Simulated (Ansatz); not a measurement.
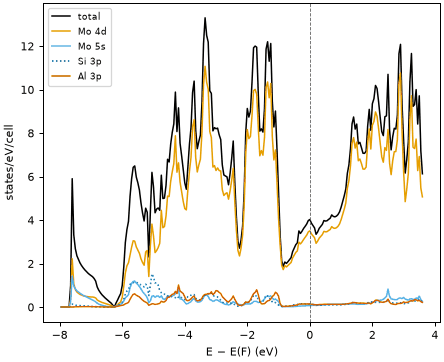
Fig. 1. Total and projected density of states of AlSiMo6 in space group Pm-3 (No. 200; Al on 1b, Si on 1a, Mo on 6f), r²SCAN in the plane-wave PAW code Ansatz

Task: Which orbitals carry the states next to the Fermi level?

Result: Within 0.5 eV of the Fermi level: Mo 4d 87 %. Projections are on Löwdin-orthogonalised atomic valence shells; empty p or d shells of many metals are not among them.

Task: Where is the tallest occupied peak in this window, and what makes it?

Result: Near -3.3 eV, about 13 states/eV per cell; the largest projected share is Mo 4d.

The workflow started from a Materials Project entry (that database holds measured and hypothetical structures alike); the Crystallography Open Database copy checked does not list it. With Al and Si taken as one species the cell has the higher symmetry Pm-3n, so it may be an ordered model of a mixed-site phase. Its standing as an ambient phase is unchecked. Symmetry was held in the r²SCAN relaxation; whether a distortion lowers the energy is not shown. No spin polarisation was allowed. Scalar-relativistic: spin–orbit coupling is off unless named, which matters more the heavier the elements.

Potentials: the earlier of the program's two PAW sets.
